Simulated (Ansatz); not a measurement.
# In(H2S)F3 (F3H2InS): the relaxed shape and its frontier levels

Aim: characterise In(H2S)F3 (F3H2InS) as a singlet: its structure, frontier levels and distribution of charge.

Program: Ansatz 0.2.0, Gaussian basis. Level of theory: RKS PBE0-D4/def2-TZVP. These are calculated values, not measurements.

Plan: relaxation at PBE-D4/def2-SVP; a search for the lowest solution at PBE0-D4/def2-SVP; a single point at PBE0-D4/def2-TZVP.

3 further runs of the same task are left out: 3 set aside as unsound or not needed.

**1. Where the work starts**

7 atoms, charge 0, spin multiplicity 1.

Atoms are counted from 1 here; the program's logs count them from 0.

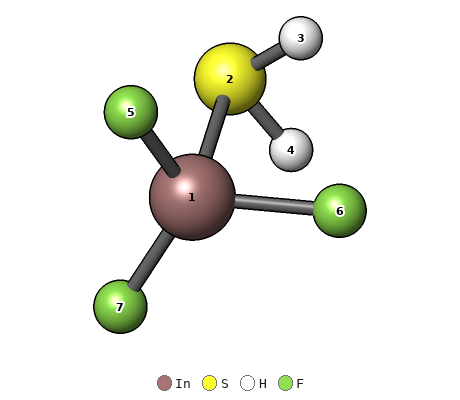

The starting geometry (indium brown, sulfur yellow, hydrogen white, fluorine green); atoms are numbered from 1 in the order of the file.

In takes a core potential in the def2 sets. No spin-orbit coupling is included.

The start is a GFN2-xTB geometry.

**2. Relaxation at PBE-D4/def2-SVP**

in.yaml reads:

```yaml
crystal:
  periodic: [false, false, false]
  atoms:
    - {symbol: In, position_ang: [0.186160, -0.290970, -0.993530]}
    - {symbol: S, position_ang: [0.130750, -0.220540, 1.641870]}
    - {symbol: H, position_ang: [0.476090, 1.068460, 1.544880]}
    - {symbol: H, position_ang: [-1.170560, 0.063160, 1.520250]}
    - {symbol: F, position_ang: [2.087280, -0.157380, -1.474860]}
    - {symbol: F, position_ang: [-0.823110, 1.426840, -0.842670]}
    - {symbol: F, position_ang: [-0.886620, -1.889560, -1.395940]}
basis:
  gaussian: {orbitals: def2-SVP}
hamiltonian: {xc: pbe, dispersion: d4}
scf: {omitted_lower_state_checks: [starts]}
output: {orbitals: {seedname: orbitals}}
relax: {f_tol: 0.02, max_steps: 100}
```

Command:

```console
ansatz run in.yaml --threads 4 --pin off --events-out ev --progress --plain --max-ram 3916MiB
```

Log (excerpt; [...] marks lines left out):

```text
Functional definition: PBE
  name "PBE"
  cite "Perdew, Burke & Ernzerhof, Phys. Rev. Lett. 77, 3865 (1996) doi:10.1103/PhysRevLett.77.3865"
  parent pbe
[...]
1081 factors; their error is unknown
[...]
mean field -24172.30566812 eV, -888.3158487261 hartree, gradient 6.9e-5 eV, S^2 0.000000; 0 other end points of the search recorded, 0 dependent functions left out
[...]
reference -24172.30572174 eV, -888.3158506967 hartree; 33, 33 occupied and 63, 63 virtual orbitals, 1081 factors
relax step   1: F+E_penalty+E_count = -24172.44964539 eV  Δ(F+E_penalty+E_count) = +0.000e0 eV  max|allowed force component| = 9.668e-1 eV/Å  Δτ_max = 0.0000 Å  (26 SCF iters, accepted)
[...]
relax step   5: F+E_penalty+E_count = -24172.51184865 eV  Δ(F+E_penalty+E_count) = -2.817e-4 eV  max|allowed force component| = 3.369e-2 eV/Å  Δτ_max = 0.0094 Å  (29 SCF iters, accepted)
[...]
relax step   9: F+E_penalty+E_count = -24172.52317365 eV  Δ(F+E_penalty+E_count) = -4.685e-3 eV  max|allowed force component| = 2.933e-1 eV/Å  Δτ_max = 0.0978 Å  (28 SCF iters, accepted)
[...]
relax step  13: F+E_penalty+E_count = -24172.57523413 eV  Δ(F+E_penalty+E_count) = -1.903e-2 eV  max|allowed force component| = 5.359e-1 eV/Å  Δτ_max = 0.1379 Å  (30 SCF iters, accepted)
[...]
relax step  15: F+E_penalty+E_count = -24172.59055198 eV  Δ(F+E_penalty+E_count) = -2.811e-3 eV  max|allowed force component| = 5.132e-2 eV/Å  Δτ_max = 0.0711 Å  (29 SCF iters, accepted)
[...]
relax step  16: F+E_penalty+E_count = -24172.59104697 eV  Δ(F+E_penalty+E_count) = -4.950e-4 eV  max|allowed force component| = 8.455e-3 eV/Å  Δτ_max = 0.0201 Å  (30 SCF iters, accepted)
[...]
1081 factors; their error is unknown
mean field -24172.44810435 eV, -888.3210831612 hartree, gradient 1.2e-5 eV, S^2 0.000000; 0 other end points of the search recorded, 0 dependent functions left out
[...]
reference -24172.44815671 eV, -888.3210850853 hartree; 33, 33 occupied and 63, 63 virtual orbitals, 1081 factors
Total energy: -24172.59109933 eV, -888.3263381297 hartree
Atom 0 at     0.323064    -0.231962    -0.978940 Å, force     0.003009     0.004364     0.001293 eV/Å
Atom 1 at     0.244246     0.040929     1.739661 Å, force    -0.008455     0.001925    -0.004201 eV/Å
Atom 2 at    -0.263949     1.180887     1.130569 Å, force     0.007129     0.002954    -0.001023 eV/Å
Atom 3 at    -0.970850    -0.581546     1.701798 Å, force    -0.001749    -0.004863     0.003974 eV/Å
Atom 4 at     2.158385    -0.414776    -1.654226 Å, force    -0.002172    -0.002692    -0.002964 eV/Å
Atom 5 at    -0.424362     1.623230    -0.761217 Å, force    -0.001650    -0.002310     0.002193 eV/Å
Atom 6 at    -1.066544    -1.616752    -1.177645 Å, force     0.003887     0.000621     0.000728 eV/Å
Dipole moment:    -0.162003     0.028627     0.710203 e Å
Checks for a lower state left out: starts
```

Run time: 14 s. Hardware: 4 threads of Arm Neoverse V2, shared host.

The steps of the relaxation:

```tsv
step	energy from step 1 (eV)	largest force component (eV/Å)
1	0.0000	0.9668
2	-0.0515	0.2685
3	-0.0592	0.0892
4	-0.0619	0.0338
5	-0.0622	0.0337
6	-0.0647	0.1342
7	-0.0643	0.4052
8	-0.0688	0.1010
9	-0.0735	0.2933
10	-0.0810	0.4286
11	-0.0958	0.7204
12	-0.1066	0.7322
13	-0.1256	0.5359
14	-0.1381	0.2486
15	-0.1409	0.0513
16	-0.1414	0.0085
```

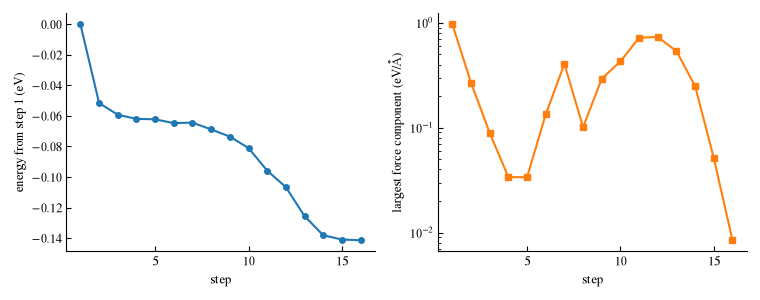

Energy and force, step by step.

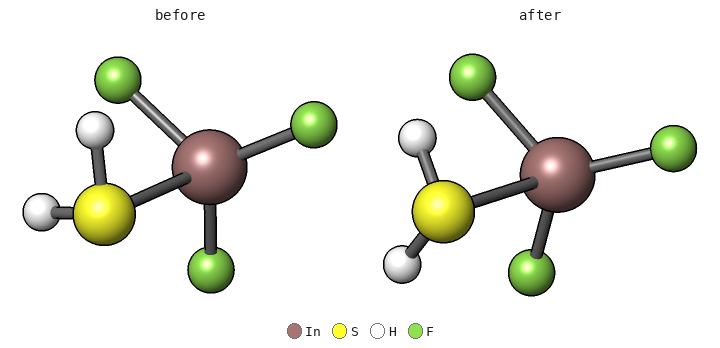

The geometry before (left) and after (right).

Close pairs (by a distance rule), those that changed most:

```tsv
bond	before (Å)	after (Å)	change (Å)
In1–S2	2.637	2.733	+0.096
S2–H3	1.338	1.389	+0.051
S2–H4	1.337	1.366	+0.028
In1–F6	1.998	2.012	+0.014
In1–F7	1.967	1.972	+0.005
In1–F5	1.966	1.964	-0.002
```

Bonds by kind at the end (by distance):

```tsv
bond	count	shortest (Å)	longest (Å)
F–In	3	1.964	2.012
In–S	1	2.733	2.733
H–S	2	1.366	1.389
```

**3. Searching for the lowest solution, PBE0-D4/def2-SVP**

start.molden holds the orbitals of an earlier run on this state, given as this run's starting guess.

in.yaml reads:

```yaml
crystal:
  periodic: [false, false, false]
  atoms:
    - {symbol: In, position_ang: [0.323064, -0.231962, -0.978940]}
    - {symbol: S, position_ang: [0.244246, 0.040929, 1.739661]}
    - {symbol: H, position_ang: [-0.263949, 1.180887, 1.130569]}
    - {symbol: H, position_ang: [-0.970850, -0.581546, 1.701798]}
    - {symbol: F, position_ang: [2.158385, -0.414776, -1.654226]}
    - {symbol: F, position_ang: [-0.424362, 1.623230, -0.761217]}
    - {symbol: F, position_ang: [-1.066544, -1.616752, -1.177645]}
basis:
  gaussian: {orbitals: def2-SVP, initial_orbitals: start.molden}
hamiltonian: {xc: pbe0, dispersion: d4}
output: {orbitals: {seedname: orbitals}}
```

The command is unchanged.

Log:

```text
Functional definition: PBE0
  name "PBE0"
  cite "Adamo & Barone, J. Chem. Phys. 110, 6158 (1999) doi:10.1063/1.478522"
  cite "Perdew, Burke & Ernzerhof, Phys. Rev. Lett. 77, 3865 (1996) doi:10.1103/PhysRevLett.77.3865"
  parent pbe
  parameter a = 0.25
  parameter kappa = 0.804
  parameter beta = 0.06672455060314922
  exchange = (1 - a)*pbe_x(kappa = kappa, mu = beta*pi^2/3) + a*exact_x
  correlation = pbe_c(beta = beta)
981 factors; integrals over basis functions are off by at most 1.2e-3 eV
mean field evaluation 1: about -24172.8677 eV, gradient 7.3e0 eV
mean field evaluation 2: about -24173.0444 eV, gradient 2.7e-1 eV
mean field evaluation 4: about -24173.1389 eV, gradient 1.3e-3 eV
mean field evaluation 8: about -24166.3349 eV, gradient 6.2e1 eV
mean field evaluation 16: about -24173.1389 eV, gradient 1.2e-1 eV
mean field -24173.13893809 eV, -888.3464708327 hartree, gradient 2.6e-5 eV, S^2 0.000000; 1 other end points of the search recorded, 0 dependent functions left out
reference -24173.13897740 eV, -888.3464722775 hartree; 33, 33 occupied and 63, 63 virtual orbitals, 981 factors
Total energy: -24173.26133623 eV, -888.3509688816 hartree
```

It took 1.1 s on 4 threads of Arm Neoverse V2, shared host.

HOMO -9.58 eV, LUMO -2.50 eV.

**4. Single point, PBE0-D4/def2-TZVP**

Edit in.yaml of step 3 so:

```diff
@@ -11,4 +11,5 @@
 basis:
-  gaussian: {orbitals: def2-SVP, initial_orbitals: start.molden}
+  gaussian: {orbitals: def2-TZVP, initial_orbitals: start.molden}
 hamiltonian: {xc: pbe0, dispersion: d4}
+scf: {omitted_lower_state_checks: [starts]}
 output: {orbitals: {seedname: orbitals}}
```

Same command.

Log:

```text
Functional definition: PBE0
  name "PBE0"
  cite "Adamo & Barone, J. Chem. Phys. 110, 6158 (1999) doi:10.1063/1.478522"
  cite "Perdew, Burke & Ernzerhof, Phys. Rev. Lett. 77, 3865 (1996) doi:10.1103/PhysRevLett.77.3865"
  parent pbe
  parameter a = 0.25
  parameter kappa = 0.804
  parameter beta = 0.06672455060314922
  exchange = (1 - a)*pbe_x(kappa = kappa, mu = beta*pi^2/3) + a*exact_x
  correlation = pbe_c(beta = beta)
these checks for a lower state are left out or cut short: starts
1308 factors; their error is unknown
mean field evaluation 1: about -24182.3001 eV, gradient 2.2e2 eV
mean field evaluation 2: about -24187.3778 eV, gradient 6.5e0 eV
mean field evaluation 4: about -24187.6025 eV, gradient 2.6e-1 eV
mean field evaluation 8: about -24187.6026 eV, gradient 6.9e-6 eV
mean field -24187.60260834 eV, -888.8780009108 hartree, gradient 6.9e-6 eV, S^2 0.000000; 0 other end points of the search recorded, 0 dependent functions left out
reference -24187.60265955 eV, -888.8780027926 hartree; 33, 33 occupied and 159, 159 virtual orbitals, 1308 factors
Total energy: -24187.72501838 eV, -888.8824993967 hartree
Checks for a lower state left out: starts
```

It took 1.9 s on 4 threads of Arm Neoverse V2, shared host.

HOMO -9.73 eV, LUMO -2.73 eV.

Mulliken charges, from this run's orbitals:

```tsv
atom	value (e)
In1	1.22
S2	-0.26
H3	0.28
H4	0.23
F5	-0.47
F6	-0.52
F7	-0.48
```

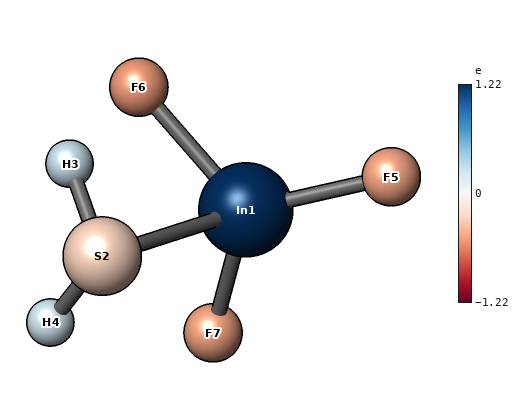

Mulliken charges, from this run's orbitals, as colours on the atoms.

Largest Mayer bond orders: S2–H4 0.93; S2–H3 0.87; In1–F5 0.85; In1–F7 0.82; In1–F6 0.71; In1–S2 0.46.

Orbitals, density, ELF and potential are computed afterwards from the orbital file.

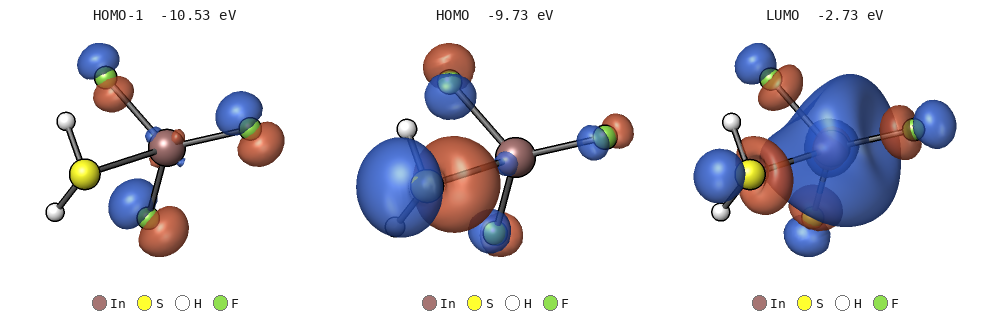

PBE0-D4/def2-TZVP orbitals near the gap, drawn at the value that encloses 70 % of each; the two colours are the two signs.

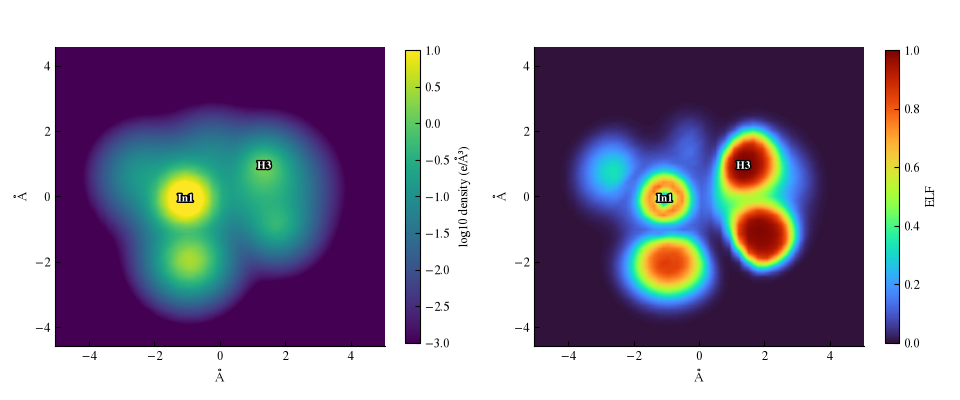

Density (left) and ELF (right) in a plane through or near 2 of the atoms.

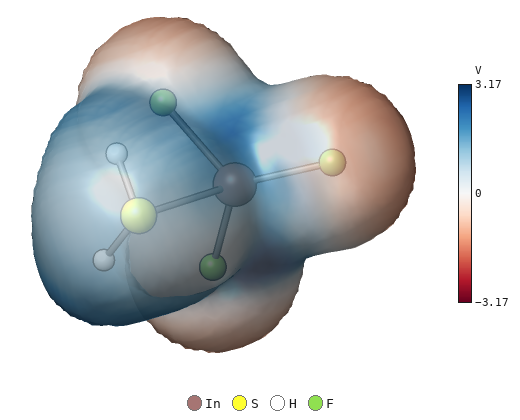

The potential that a unit positive charge feels on the 0.002 e/bohr³ surface, from -1.36 V near F5 to 3.17 V near In1.

**5. What came out**

```
                       quantity                           value
                    point group                              C1
 commonest bond, hydrogen aside  F–In, 3 of mean length 1.983 Å
HOMO, LUMO at PBE0-D4/def2-TZVP                 -9.73, -2.73 eV
      dipole at PBE-D4/def2-SVP                          3.50 D
```

**Reading.** The molecule keeps its bonding pattern by the stored test; the atoms moved 0.51 Å (rms), and the angle In1–S2–H3 went from 87° to 70°. No usable vibrations, so a minimum isn't proven. The HOMO lies nearest to S2 56 %; F6 14 % and the LUMO to In1 44 %; F5, F7 about 16 % each. The point group is read from a loosely relaxed geometry; soft torsions can leave it below the true symmetry.
